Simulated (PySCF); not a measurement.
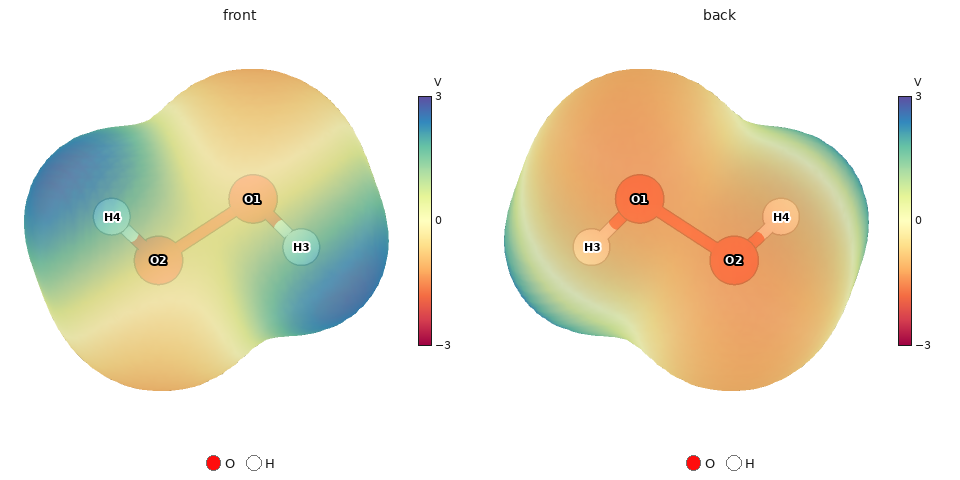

Figure 1: H2O2 (hydrogen peroxide). The molecular electrostatic potential painted on the density surface at 0.002 e/bohr³, seen from the front and from behind; red is negative and blue positive.

Geometry: PBE0-D3(BJ)/def2-SVP.

These are results of DFT single point, gas phase, functional PBE0 (PySCF), not measurements.

```xyz
4

O    -0.6044    0.1649    0.3562
O     0.4328   -0.4626   -0.3809
H    -0.8333    0.8968   -0.2331
H     1.1803   -0.3552    0.2231
```

> Where is the surface potential most negative and most positive?

The most negative region (about −1.4 V) lies over O1 and O2, the most positive (about +2.6 V) over H3 and H4.

> How polar is the molecule by this calculation?

Its dipole moment is 1.77 D.
